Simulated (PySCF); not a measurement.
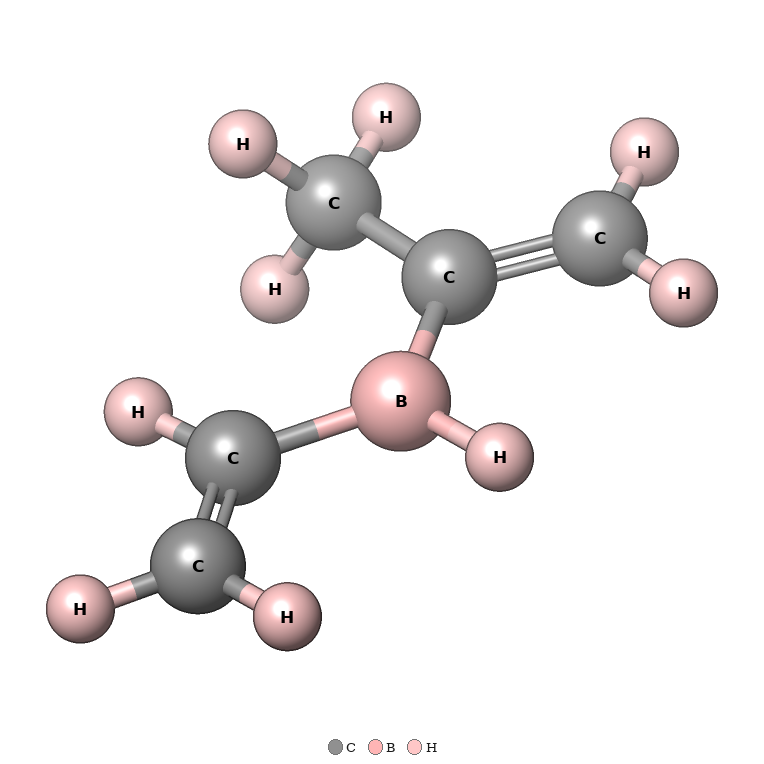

Orthographic view. Distant atoms are faded towards the background colour. The computed structure is the end point of a PBE0-D3(BJ)/def2-SVP optimisation. No frequency run is at hand to confirm it as a minimum.

> Write the InChI string.

InChI=1S/C5H9B/c1-4-6-5(2)3/h4,6H,1-2H2,3H3
